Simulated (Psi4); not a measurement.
# BSiH4O2F (SMILES OB(F)O[SiH3]) at HF/6-31G(d) (spherical functions)

What is the energy change on altering one bond length of BSiH4O2F at HF/6-31G* (spherical functions)? 

The results are computed with Psi4 1.11.

12 further runs of the same task are left out: 12 that didn't finish.

## 1. Starting point

BSiH4O2F: 9 atoms, total charge 0, spin state singlet. As SMILES, `OB(F)O[SiH3]`. The shape is that of a PBE0-D4/def2-TZVP optimisation. This is one conformer, not always the lowest.

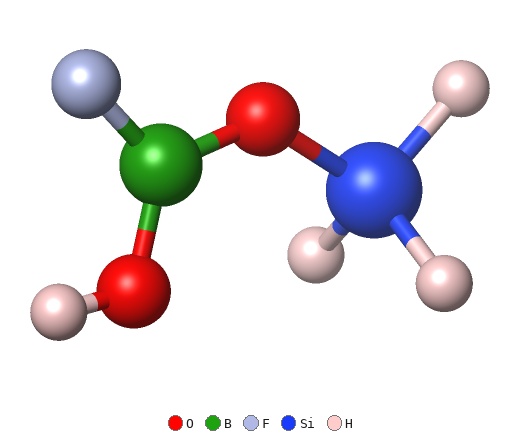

The structure, seen from a chosen angle (oxygen red, boron green, fluorine light blue, silicon blue, hydrogen pink).

## 2. The energy at HF/6-31G(d) (spherical functions)

Input file job.json:

```json
{
 "schema_name": "qcschema_input",
 "schema_version": 1,
 "molecule": {
  "schema_name": "qcschema_molecule",
  "schema_version": 2,
  "symbols": ["O", "B", "F", "O", "Si", "H", "H", "H", "H"],
  "geometry": [-3.05020694, 1.05201053, 0.74455209, -0.74719771, 2.1866021, 0.6665064, -0.52402105, 4.63134079, 1.24325082, 1.33962685, 0.88231313, 0.0117163, 1.76538215, -2.10685566, -0.8031336, -4.38888892, 2.17299607, 1.23606986, 4.50113866, -2.40732211, -1.30561178, 0.29196269, -2.69777302, -3.11389071, 0.97925608, -3.80023924, 1.28841527],
  "molecular_charge": 0,
  "molecular_multiplicity": 1,
  "fix_symmetry": "c1"
 },
 "driver": "energy",
 "model": {
  "method": "hf",
  "basis": "6-31G*"
 },
 "keywords": {
  "reference": "rhf",
  "puream": true,
  "e_convergence": 1e-09,
  "d_convergence": 1e-08,
  "scf_type": "pk",
  "scf_properties": ["QUADRUPOLE", "WIBERG_LOWDIN_INDICES", "MULLIKEN_CHARGES"]
 }
}
```

The run is started by

```console
$ psi4 --qcschema job.json -n 1 --memory 2200MB
```

stdout, cut to the lines that bear on the results:

```text
[...]
  Running in c1 symmetry.
[...]
  Nuclear repulsion =  222.106224998276275
[...]
  Multiplicity = 1
[...]
  Nalpha       = 24
  Nbeta        = 24
[...]
    Number of basis functions: 82
[...]
   @RHF iter   1:  -565.17041050611942   -1.10847e+00   6.92213e-03 DIIS/ADIIS
[...]
   @RHF iter  11:  -565.30412931885542   -7.61702e-12   7.56080e-09 DIIS
[...]
    Orbital Energies [Eh]
    ---------------------
    Doubly Occupied:
       1A    -68.794286     2A    -26.292490     3A    -20.587932
       4A    -20.569932     5A     -7.703851     6A     -6.152140
       7A     -4.258807     8A     -4.257517     9A     -4.257488
      10A     -1.606263    11A     -1.392438    12A     -1.354219
      13A     -0.814577    14A     -0.765336    15A     -0.748736
      16A     -0.679060    17A     -0.678554    18A     -0.621779
      19A     -0.583418    20A     -0.576580    21A     -0.559872
      22A     -0.533290    23A     -0.472671    24A     -0.467132
[...]
  @RHF Final Energy:  -565.30412931885542
   => Energetics <=
    Nuclear Repulsion Energy =            222.1062249982762751
    One-Electron Energy =               -1225.3639707769220877
    Two-Electron Energy =                 437.9536164597904531
    Total Energy =                       -565.3041293188553027
[...]
 Multipole Moments:
 ------------------------------------------------------------------------------------
     Multipole            Electronic (a.u.)      Nuclear  (a.u.)        Total (a.u.)
 ------------------------------------------------------------------------------------
 L = 1.  Multiply by 2.5417464519 to convert [e a0] to [Debye]
 Dipole X            :         -1.8023273            1.2854045           -0.5169228
 Dipole Y            :          7.3926438           -7.5942871           -0.2016433
 Dipole Z            :          2.1336940           -2.1025089            0.0311851
 Magnitude           :                                                    0.5557353
 L = 2.  Multiply by 1.3450342976 to convert [e a0^2] to [Debye ang]
 Quadrupole XX       :       -202.4302271          177.9560143          -24.4742128
 Quadrupole XY       :        122.6431965         -126.0131555           -3.3699590
[...]
  Mulliken Charges: (a.u.)
   Center  Symbol    Alpha    Beta     Spin     Total
       1     O     4.37948  4.37948  0.00000 -0.75895
       2     B     2.00377  2.00377  0.00000  0.99245
       3     F     4.70535  4.70535  0.00000 -0.41071
       4     O     4.37480  4.37480  0.00000 -0.74960
       5    SI     6.54140  6.54140  0.00000  0.91720
       6     H     0.26178  0.26178  0.00000  0.47644
       7     H     0.57737  0.57737  0.00000 -0.15475
       8     H     0.57803  0.57803  0.00000 -0.15605
       9     H     0.57802  0.57802  0.00000 -0.15604
   Total alpha = 24.00000, Total beta = 24.00000, Total charge = -0.00000
[...]
```

The result, in JSON:

```text
{
 "driver": "energy",
 "model": {
  "method": "hf",
  "basis": "6-31G*"
 },
 "success": true,
 "return_result": -565.3041293188554,
 "properties": {
  "calcinfo_nbasis": 82,
  "calcinfo_nmo": 82,
  "calcinfo_nalpha": 24,
  "calcinfo_nbeta": 24,
  "calcinfo_natom": 9,
  "nuclear_repulsion_energy": 222.10622499827628,
  "return_energy": -565.3041293188554,
  "scf_one_electron_energy": -1225.363970776922,
  "scf_two_electron_energy": 437.95361645979045,
  "scf_dipole_moment": [-0.5169228147136176, -0.20164331226705823, 0.031185112801296988],
  "scf_total_energy": -565.3041293188554,
  "scf_iterations": 11
 }
}
```

Run time: 1.6 s. Hardware: 1 thread of AMD EPYC 9R45 (Zen 5), shared host; peak memory 0.27 GiB.

## 3. The distorted shape at the same level

Input file calc.inp:

```
memory 2.2 GB

molecule geom {
  O
  B 1 r2
  F 2 r3 1 a3
  O 2 r4 3 a4 1 d4
  Si 4 r5 2 a5 3 d5
  H 1 r6 2 a6 3 d6
  H 5 r7 4 a7 2 d7
  H 5 r8 7 a8 4 d8
  H 5 r9 7 a9 4 d9

  r2 = 1.359197
  r3 = 1.334449
  a3 = 120.04275
  r4 = 1.34756
  a4 = 118.87028
  d4 = 179.99096
  r5 = 1.654927
  a5 = 131.9216
  d5 = 179.99385
  r6 = 0.95988
  a6 = 113.38885
  d6 = -0.01857
  r7 = 1.480479
  a7 = 106.41385
  d7 = -179.93199
  r8 = 2.2253
  a8 = 110.07505
  d8 = 119.35462
  r9 = 1.483596
  a9 = 110.07877
  d9 = -119.36319
  symmetry c1
  no_reorient
  no_com
}

set {
  basis         6-31G*
  puream        true
  e_convergence 1e-09
  d_convergence 1e-08
  scf_type      pk
}

e_tot, wfn = energy('hf', return_wfn=True)
```

The run is started by

```console
$ psi4 calc.inp calc.out -n 1
```

calc.out, cut to the lines that bear on the results:

```text
[...]
  Running in c1 symmetry.
[...]
  Nuclear repulsion =  219.717750421445430
[...]
  Multiplicity = 1
[...]
  Nalpha       = 24
  Nbeta        = 24
[...]
    Number of basis functions: 82
[...]
   @RHF iter   1:  -565.08521809815079   -1.22030e+00   6.90450e-03 DIIS/ADIIS
[...]
   @RHF iter  11:  -565.21882227430171   -1.28466e-11   8.35545e-09 DIIS
[...]
    Orbital Energies [Eh]
    ---------------------
    Doubly Occupied:
       1A    -68.847971     2A    -26.299290     3A    -20.592514
       4A    -20.588676     5A     -7.713280     6A     -6.197799
       7A     -4.304482     8A     -4.303289     9A     -4.303046
      10A     -1.612862    11A     -1.400650    12A     -1.367136
      13A     -0.824820    14A     -0.770576    15A     -0.755385
      16A     -0.686059    17A     -0.679000    18A     -0.625376
      19A     -0.588233    20A     -0.583027    21A     -0.573373
      22A     -0.536379    23A     -0.489304    24A     -0.378402
[...]
  @RHF Final Energy:  -565.21882227430171
   => Energetics <=
    Nuclear Repulsion Energy =            219.7177504214454302
    One-Electron Energy =               -1219.8312881933188692
    Two-Electron Energy =                 434.8947154975717240
    Total Energy =                       -565.2188222743017150
[...]
 Multipole Moments:
 ------------------------------------------------------------------------------------
     Multipole            Electronic (a.u.)      Nuclear  (a.u.)        Total (a.u.)
 ------------------------------------------------------------------------------------
 L = 1.  Multiply by 2.5417464519 to convert [e a0] to [Debye]
 Dipole X            :          1.0683077           -0.5571903            0.5111174
 Dipole Y            :         -8.0405600            7.8255820           -0.2149780
 Dipole Z            :          2.2741690           -2.5051359           -0.2309669
 Magnitude           :                                                    0.6006681
[...]
```

Wall time 1.6 s (1 thread of AMD EPYC 9R45 (Zen 5), shared host); peak memory 0.28 GiB.

## 4. Summary of results

Level: HF/6-31G* (spherical functions).

| quantity | value |
| --- | --- |
| first shape: total energy | -565.30413 Eh |
| first shape: dipole moment | 1.41 D |
| first shape: HOMO energy | -12.71 eV |
| first shape: LUMO energy | 3.72 eV |
| first shape: HOMO–LUMO gap | 16.43 eV |
| distorted shape: total energy | -565.21882 Eh |
| distorted shape: dipole moment | 1.53 D |
| distorted shape: HOMO energy | -10.30 eV |
| distorted shape: LUMO energy | 2.59 eV |
| distorted shape: HOMO–LUMO gap | 12.89 eV |
| energy change with the Si5–H8 bond stretched from 1.484 to 2.225 Å | 2.321 eV |

What this shows: With the Si5–H8 bond stretched from 1.484 to 2.225 Å the energy rises by 2.32 eV (54 kcal/mol). The first shape isn't relaxed at this level, so the change isn't measured from a minimum.
